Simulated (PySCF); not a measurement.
# C₂H₇BOSi: NMR shifts at several levels of theory, part 2 of 2

PySCF 2.14.0. Atoms count from 0.

## 8. Nuclear shieldings: wB97X-D/pcSseg-2

Job settings and geometry (Å):

```
{"job": {"kind": "nmr", "xc": "wB97X-D", "basis": "pcSseg-2", "pop": false}, "charge": 0, "multiplicity": 1}
B      2.618080     0.304391     0.502080
C      1.495181    -0.161738    -0.409350
C      0.214086     0.004663    -0.003664
O     -0.845799    -0.367372    -0.719002
Si    -2.468436    -0.194536    -0.266155
H      2.340397     0.815031     1.568007
H      3.783316     0.182160     0.199568
H      1.646673    -0.633434    -1.386486
H      0.003856     0.472809     0.971325
H     -3.251298    -0.759129    -1.392160
H     -2.712454    -0.947635     0.997576
H     -2.773636     1.250534    -0.060323
```

Level: GIAO wB97X-D/pcSseg-2 NMR shielding, non-relativistic, gas phase.

Log:

```text
coarse grid: 10312 points
cycle   1  E = -469.9085082256  dE =  3.952e-01  |g| = 6.673e-01  |ddm| = 2.313e+00
cycle   2  E = -469.8999754668  dE =  8.533e-03  |g| = 7.532e-01  |ddm| = 8.591e-01
cycle   3  E = -469.9952050702  dE = -9.523e-02  |g| = 7.619e-02  |ddm| = 4.746e-01
cycle   4  E = -469.9961415122  dE = -9.364e-04  |g| = 4.192e-02  |ddm| = 7.161e-02
cycle   5  E = -469.9965640711  dE = -4.226e-04  |g| = 9.527e-03  |ddm| = 3.502e-02
cycle   6  E = -469.9965861715  dE = -2.210e-05  |g| = 1.969e-03  |ddm| = 8.621e-03
cycle   7  E = -469.9965878862  dE = -1.715e-06  |g| = 8.572e-04  |ddm| = 2.902e-03
final grid: 94368 points
cycle   8  E = -470.0015207722  dE = -1.252e-04  |g| = 5.178e-03  |ddm| = 4.111e-02
cycle   9  E = -470.0015230642  dE = -2.292e-06  |g| = 4.339e-03  |ddm| = 6.617e-03
cycle  10  E = -470.0015263980  dE = -3.334e-06  |g| = 8.235e-04  |ddm| = 2.924e-03
cycle  11  E = -470.0015265228  dE = -1.248e-07  |g| = 4.708e-04  |ddm| = 7.968e-04
cycle  12  E = -470.0015265750  dE = -5.218e-08  |g| = 8.295e-05  |ddm| = 3.696e-04
cycle  13  E = -470.0015265793  dE = -4.397e-09  |g| = 4.574e-05  |ddm| = 1.383e-04
cycle  14  E = -470.0015265804  dE = -1.048e-09  |g| = 1.458e-05  |ddm| = 8.661e-05
cycle  15  E = -470.0015265805  dE = -9.391e-11  |g| = 4.040e-06  |ddm| = 1.722e-05
converged SCF energy = -470.0015265805

GIAO shielding tensors (ppm)
atom      isotropic    diamagn.    paramagn.     s11        s22        s33       span
  0 B       32.515     192.298    -159.783    -24.552     -5.223    127.318    151.870
  1 C       57.589     255.525    -197.936    -38.160     42.241    168.685    206.845
  2 C       -4.676     253.019    -257.696   -114.286     14.340     85.917    200.203
  3 O      186.402     391.721    -205.319     67.073    189.461    302.671    235.598
  4 Si     369.750     876.868    -507.117    323.784    343.343    442.124    118.340
  5 H       25.061      30.026      -4.965     19.269     27.496     28.417      9.148
  6 H       24.858      28.376      -3.518     20.636     26.775     27.164      6.528
  7 H       25.019      31.780      -6.760     21.439     24.887     28.732      7.294
  8 H       23.947      33.570      -9.623     21.487     22.111     28.244      6.757
  9 H       26.349      28.186      -1.837     23.504     25.008     30.536      7.032
 10 H       26.346      28.686      -2.341     23.760     24.754     30.523      6.762
 11 H       26.342      28.682      -2.340     23.757     24.749     30.520      6.763
```

Wall time 42 s (1 thread of Arm Neoverse V1, shared host); peak memory 1.2 GiB.

In short: δ C2 189.1, C1 126.8, B0 67.4, O3 140.4, H8 7.41, H5 6.40 ppm (means over like atoms).

## 9. Shielding tensors: LC-wPBE/pcSseg-2

The job, as its differences from that of step 8:

```diff
@@ -1,2 +1,2 @@
-{"job": {"kind": "nmr", "xc": "wB97X-D", "basis": "pcSseg-2", "pop": false}, "charge": 0, "multiplicity": 1}
+{"job": {"kind": "nmr", "xc": "LC-wPBE", "basis": "pcSseg-2", "pop": false}, "charge": 0, "multiplicity": 1}
 B      2.618080     0.304391     0.502080
```

Method: GIAO LC-wPBE/pcSseg-2 NMR shielding, non-relativistic, gas phase.

Log:

```text
coarse grid: 10312 points
cycle   1  E = -469.7538171523  dE =  4.443e-01  |g| = 6.640e-01  |ddm| = 2.307e+00
cycle   2  E = -469.7683035762  dE = -1.449e-02  |g| = 6.834e-01  |ddm| = 7.542e-01
cycle   3  E = -469.8434792407  dE = -7.518e-02  |g| = 7.472e-02  |ddm| = 3.949e-01
cycle   4  E = -469.8445394356  dE = -1.060e-03  |g| = 3.923e-02  |ddm| = 7.438e-02
cycle   5  E = -469.8449255193  dE = -3.861e-04  |g| = 9.979e-03  |ddm| = 3.387e-02
cycle   6  E = -469.8449521595  dE = -2.664e-05  |g| = 2.267e-03  |ddm| = 9.795e-03
cycle   7  E = -469.8449562125  dE = -4.053e-06  |g| = 1.161e-03  |ddm| = 4.218e-03
final grid: 94368 points
cycle   8  E = -469.8497109301  dE = -9.414e-05  |g| = 5.374e-03  |ddm| = 3.296e-02
cycle   9  E = -469.8497132294  dE = -2.299e-06  |g| = 3.340e-03  |ddm| = 4.445e-03
cycle  10  E = -469.8497148634  dE = -1.634e-06  |g| = 8.348e-04  |ddm| = 1.985e-03
cycle  11  E = -469.8497150256  dE = -1.622e-07  |g| = 2.879e-04  |ddm| = 5.790e-04
cycle  12  E = -469.8497150498  dE = -2.428e-08  |g| = 8.878e-05  |ddm| = 2.582e-04
cycle  13  E = -469.8497150473  dE =  2.561e-09  |g| = 2.591e-05  |ddm| = 1.221e-04
cycle  14  E = -469.8497150494  dE = -2.099e-09  |g| = 1.226e-05  |ddm| = 8.262e-05
cycle  15  E = -469.8497150494  dE = -7.151e-11  |g| = 3.446e-06  |ddm| = 2.006e-05
converged SCF energy = -469.8497150494

GIAO shielding tensors (ppm)
atom      isotropic    diamagn.    paramagn.     s11        s22        s33       span
  0 B       23.595     191.582    -167.986    -39.852    -19.141    129.779    169.631
  1 C       58.658     255.255    -196.597    -42.031     44.633    173.370    215.401
  2 C       -6.689     251.722    -258.411   -125.674     14.763     90.843    216.517
  3 O      199.736     390.787    -191.052     85.022    201.663    312.522    227.500
  4 Si     370.687     876.492    -505.805    323.672    343.344    445.044    121.372
  5 H       24.674      29.827      -5.152     18.412     27.315     28.297      9.885
  6 H       24.497      28.647      -4.150     19.829     26.675     26.986      7.157
  7 H       24.907      31.750      -6.842     21.156     24.699     28.866      7.710
  8 H       23.823      33.250      -9.427     21.340     21.912     28.217      6.877
  9 H       26.335      28.175      -1.841     23.486     24.970     30.548      7.062
 10 H       26.365      28.614      -2.249     23.776     24.755     30.565      6.789
 11 H       26.362      28.610      -2.248     23.773     24.751     30.562      6.789
```

It took 57 s on 1 thread of Arm Neoverse V1, shared host; peak memory 1.1 GiB.

In short: δ C2 195.0, C1 129.6, B0 75.4, O3 132.9, H8 7.49, H5 6.73 ppm (means over like atoms).

## 10. Shielding tensors: PBE0/STO-3G

The job, as its differences from that of step 9:

```diff
@@ -1,2 +1,2 @@
-{"job": {"kind": "nmr", "xc": "LC-wPBE", "basis": "pcSseg-2", "pop": false}, "charge": 0, "multiplicity": 1}
+{"job": {"kind": "nmr", "xc": "PBE0", "basis": "STO-3G", "pop": true}, "charge": 0, "multiplicity": 1}
 B      2.618080     0.304391     0.502080
```

With the program's defaults for keys left out, this is: GIAO PBE0/STO-3G NMR shielding, non-relativistic, gas phase.

Log:

```text
coarse grid: 10312 points
cycle   1  E = -463.9306589099  dE =  2.844e-01  |g| = 5.235e-01  |ddm| = 4.174e+00
cycle   2  E = -463.8413644843  dE =  8.929e-02  |g| = 8.095e-01  |ddm| = 1.571e+00
cycle   3  E = -464.0145730409  dE = -1.732e-01  |g| = 1.449e-01  |ddm| = 9.822e-01
cycle   4  E = -464.0212950891  dE = -6.722e-03  |g| = 4.493e-02  |ddm| = 2.569e-01
cycle   5  E = -464.0219618880  dE = -6.668e-04  |g| = 7.429e-03  |ddm| = 6.665e-02
cycle   6  E = -464.0219812864  dE = -1.940e-05  |g| = 6.587e-04  |ddm| = 1.152e-02
cycle   7  E = -464.0219814159  dE = -1.294e-07  |g| = 4.004e-04  |ddm| = 1.593e-03
final grid: 94368 points
cycle   8  E = -463.9902186417  dE =  1.905e-08  |g| = 5.733e-03  |ddm| = 1.475e-02
cycle   9  E = -463.9902025258  dE =  1.612e-05  |g| = 9.055e-03  |ddm| = 1.894e-02
cycle  10  E = -463.9902285234  dE = -2.600e-05  |g| = 9.953e-04  |ddm| = 1.265e-02
cycle  11  E = -463.9902288644  dE = -3.411e-07  |g| = 1.539e-04  |ddm| = 1.432e-03
cycle  12  E = -463.9902288719  dE = -7.424e-09  |g| = 2.298e-05  |ddm| = 2.194e-04
cycle  13  E = -463.9902288720  dE = -1.594e-10  |g| = 1.048e-05  |ddm| = 4.215e-05
converged SCF energy = -463.9902288720

GIAO shielding tensors (ppm)
atom      isotropic    diamagn.    paramagn.     s11        s22        s33       span
  0 B       60.730     196.855    -136.125      7.602     21.040    153.547    145.946
  1 C      131.235     254.120    -122.886     55.015    112.872    225.817    170.802
  2 C       94.212     257.797    -163.585     31.273     96.781    154.581    123.308
  3 O      292.863     378.290     -85.427     76.456    344.165    457.968    381.512
  4 Si     553.054     867.434    -314.380    507.949    517.085    634.127    126.178
  5 H       26.749      32.198      -5.449     21.408     28.858     29.982      8.574
  6 H       26.566      29.854      -3.288     22.423     28.465     28.812      6.389
  7 H       26.789      31.776      -4.987     24.748     25.165     30.454      5.706
  8 H       26.429      35.602      -9.172     24.031     26.215     29.042      5.011
  9 H       29.314      29.719      -0.405     25.607     27.261     35.074      9.468
 10 H       29.603      30.856      -1.253     26.079     27.438     35.292      9.213
 11 H       29.599      30.851      -1.252     26.078     27.435     35.285      9.207
```

It took 2.8 s on 1 thread of Arm Neoverse V1, shared host; peak memory 0.53 GiB.

This run: δ C2 140.5, C1 103.5, B0 68.0, O3 48.8, H8 6.18, H5 5.95 ppm (means over like atoms).

## 11. Shielding tensors: PBE0/6-31G

The job, as its differences from that of step 10:

```diff
@@ -1,2 +1,2 @@
-{"job": {"kind": "nmr", "xc": "PBE0", "basis": "STO-3G", "pop": true}, "charge": 0, "multiplicity": 1}
+{"job": {"kind": "nmr", "xc": "PBE0", "basis": "6-31G", "pop": true}, "charge": 0, "multiplicity": 1}
 B      2.618080     0.304391     0.502080
```

With the program's defaults for keys left out, this is: GIAO PBE0/6-31G NMR shielding, non-relativistic, gas phase.

Log:

```text
coarse grid: 10312 points
cycle   1  E = -469.4775883196  dE =  4.400e-01  |g| = 6.030e-01  |ddm| = 3.105e+00
cycle   2  E = -469.3879221026  dE =  8.967e-02  |g| = 9.025e-01  |ddm| = 1.509e+00
cycle   3  E = -469.5618660514  dE = -1.739e-01  |g| = 6.590e-02  |ddm| = 8.935e-01
cycle   4  E = -469.5625554225  dE = -6.894e-04  |g| = 4.409e-02  |ddm| = 1.251e-01
cycle   5  E = -469.5630329775  dE = -4.776e-04  |g| = 1.306e-02  |ddm| = 5.428e-02
cycle   6  E = -469.5630774314  dE = -4.445e-05  |g| = 1.796e-03  |ddm| = 1.426e-02
cycle   7  E = -469.5630784451  dE = -1.014e-06  |g| = 6.962e-04  |ddm| = 3.157e-03
final grid: 94368 points
cycle   8  E = -469.5150216917  dE = -5.108e-06  |g| = 7.154e-03  |ddm| = 1.370e-02
cycle   9  E = -469.5150078860  dE =  1.381e-05  |g| = 1.098e-02  |ddm| = 1.615e-02
cycle  10  E = -469.5150330696  dE = -2.518e-05  |g| = 1.527e-03  |ddm| = 1.047e-02
cycle  11  E = -469.5150336613  dE = -5.916e-07  |g| = 2.027e-04  |ddm| = 1.705e-03
cycle  12  E = -469.5150336736  dE = -1.231e-08  |g| = 6.295e-05  |ddm| = 2.759e-04
cycle  13  E = -469.5150336747  dE = -1.093e-09  |g| = 2.059e-05  |ddm| = 8.825e-05
cycle  14  E = -469.5150336748  dE = -1.124e-10  |g| = 2.820e-06  |ddm| = 2.166e-05
converged SCF energy = -469.5150336748

GIAO shielding tensors (ppm)
atom      isotropic    diamagn.    paramagn.     s11        s22        s33       span
  0 B       52.165     196.491    -144.326      0.201     16.674    139.622    139.421
  1 C       79.740     254.256    -174.516     -3.710     62.151    180.778    184.488
  2 C       28.373     254.920    -226.547    -64.601     42.763    106.958    171.560
  3 O      203.862     401.556    -197.694     50.434    224.291    336.860    286.426
  4 Si     438.135     879.600    -441.464    385.551    406.137    522.717    137.166
  5 H       25.412      30.618      -5.205     19.475     28.255     28.507      9.032
  6 H       25.220      29.171      -3.951     20.748     26.545     28.367      7.619
  7 H       25.746      30.425      -4.680     22.712     25.107     29.419      6.707
  8 H       25.087      31.641      -6.554     22.153     24.272     28.836      6.683
  9 H       27.235      28.804      -1.569     23.460     25.985     32.260      8.801
 10 H       27.372      28.487      -1.116     23.778     25.975     32.363      8.585
 11 H       27.369      28.485      -1.115     23.777     25.973     32.359      8.582
```

Wall time 5.2 s (1 thread of Arm Neoverse V1, shared host); peak memory 0.52 GiB.

Key values: δ C2 171.2, C1 119.8, B0 61.0, O3 114.6, H8 7.52, H5 7.30 ppm (means over like atoms).

## 12. Side by side: NMR shifts

Shifts (ppm) of some atoms, chosen among heavy atoms and hydrogens apart, means over like atoms, with basis size and wall time:

| run | C2 | C1 | H5 | H9 | B0 | O3 | Si4 | functions | time |
| --- | --- | --- | --- | --- | --- | --- | --- | --- | --- |
| PBE0/pcSseg-2 | 187.7 | 128.4 | 6.49 | 5.08 | 69.3 | 150.9 | -28.1 | 285 | 31 s |
| mPW1PW91/pcSseg-2 | 187.6 | 128.2 | 6.43 | 5.04 | 68.7 | 149.7 | -28.8 | 285 | 31 s |
| WP04/pcSseg-2 | 183.9 | 125.4 | 5.57 | 4.37 | 65.8 | 141.7 | -38.0 | 285 | 32 s |
| B97-2/pcSseg-2 | 183.4 | 124.6 | 6.29 | 4.97 | 65.6 | 147.1 | -30.4 | 285 | 31 s |
| BHandHLYP/pcSseg-2 | 188.6 | 126.8 | 6.19 | 4.82 | 69.1 | 133.2 | -34.1 | 285 | 30 s |
| CAM-B3LYP/pcSseg-2 | 191.6 | 130.0 | 6.46 | 4.99 | 72.6 | 144.3 | -31.9 | 285 | 42 s |
| wB97X-D/pcSseg-2 | 189.1 | 126.8 | 6.40 | 5.01 | 67.4 | 140.4 | -29.0 | 285 | 42 s |
| LC-wPBE/pcSseg-2 | 195.0 | 129.6 | 6.73 | 4.96 | 75.4 | 132.9 | -24.0 | 285 | 57 s |
| PBE0/STO-3G | 140.5 | 103.5 | 5.95 | 3.10 | 68.0 | 48.8 | -35.5 | 36 | 2.8 s |
| PBE0/6-31G | 171.2 | 119.8 | 7.30 | 5.29 | 61.0 | 114.6 | 6.6 | 63 | 5.2 s |

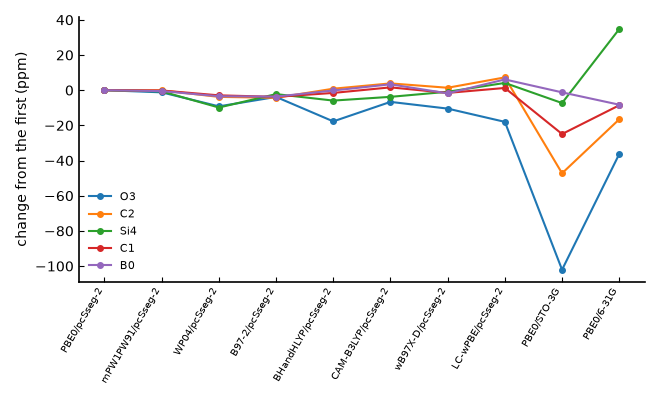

How five of the tabulated atoms move from run to run.

## 13. Outcome

What follows sums up all 2 parts.

| quantity | value |
| --- | --- |
| ¹³C shifts against TMS (PBE0/pcSseg-2) | 187.7, 128.4 ppm |
| ¹H shifts against TMS (PBE0/pcSseg-2, means over atoms taken as alike) | 7.43, 6.49, 6.46, 5.08 ppm |
| ¹¹B shifts against BF3·OEt2 (PBE0/pcSseg-2) | 69.3 ppm |
| ¹⁷O shifts against H2O (PBE0/pcSseg-2) | 150.9 ppm |
| ²⁹Si shifts against TMS (PBE0/pcSseg-2) | -28.1 ppm |
| range of the shift of O3 | 48.8 to 150.9 ppm |
| property runs in this session | 10, of which 0 failed and 1 gave unsound results |

What this shows: Single values in the summary come from the first run of each kind that ended normally (PBE0/pcSseg-2), which need not be the best level. C2 (alkene carbon bearing oxygen) lies farthest downfield among carbon, at 187.7 ppm; an sp2 carbon further deshielded by the attached heteroatom. H8 (hydrogen on an alkene carbon bearing oxygen) lies farthest downfield among hydrogen, at 7.43 ppm; olefinic region. At PBE0/pcSseg-2: The largest span, 250 ppm, is at O3, where the paramagnetic term is -214 ppm. Across the 10 runs the shift of O3 moves most, between 48.8 (PBE0/STO-3G) and 150.9 ppm (PBE0/pcSseg-2). A minimal basis is unusable for shieldings, so that end is no result.
